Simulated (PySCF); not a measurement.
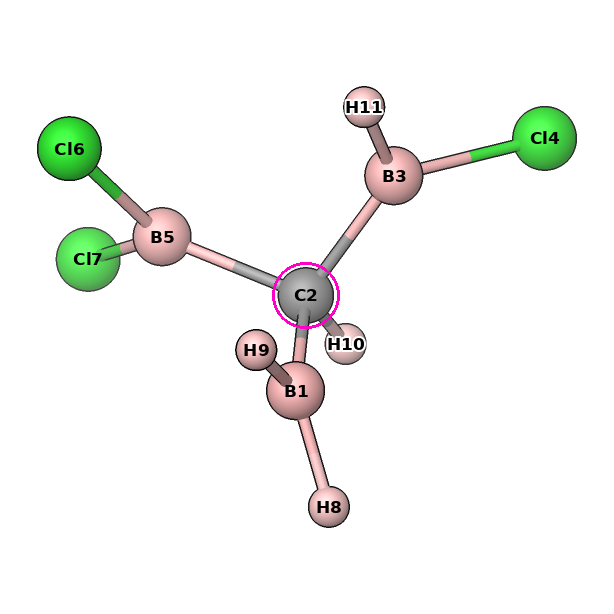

Depth is shown by fading: the farther an atom, the more it takes the colour of the background. Circles mark the stereogenic atoms. Computed geometry: PBE0-D3(BJ)/def2-SVP optimisation. No frequency run is at hand to confirm it as a minimum.

Assign CIP descriptors.

C2: R (priorities B5 > B3 > B1 > H10).
